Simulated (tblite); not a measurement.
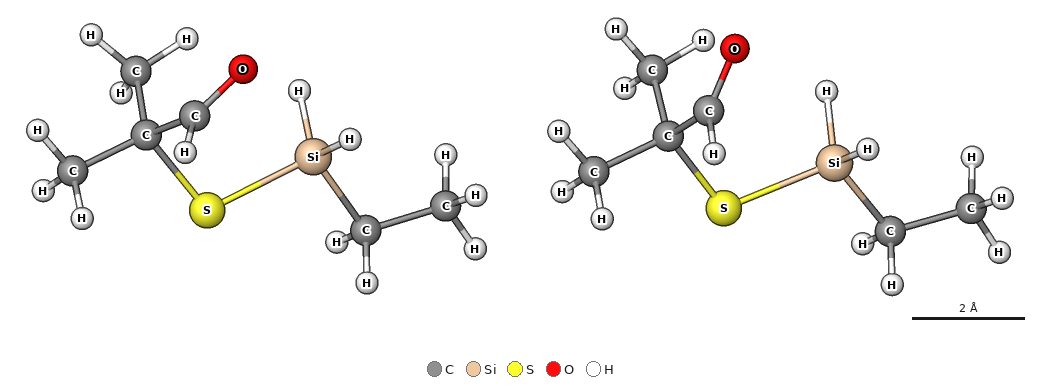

Two geometries of C6H14OSSi, drawn at one scale. One is the start of a relaxation, the other its converged end. Style: ball-and-stick. Shown at a tilt.

Theory: GFN2-xTB geometry optimisation, gas phase (tblite). 

**Which one is relaxed?**

The left one is the relaxed one. The energy falls by 0.227 eV in 94 geometry steps. The largest move after the best rigid fit is that of the O atom, 0.68 Å. By element the largest moves are O 0.68 Å, H 0.32 Å, S 0.19 Å, C 0.16 Å, Si 0.13 Å. Among the contacts that change: C–Si 1.851 → 1.895 Å, H–Si 1.492 → 1.460 Å, C–C 1.525 → 1.495 Å, C–S 1.836 → 1.864 Å. Among the angles between lasting bonds that change: S–C–C 109.7° → 96.6°, C–Si–S 108.7° → 103.1°, C–C–C 108.3° → 113.1°. Groups turn about C–C by about 20°.
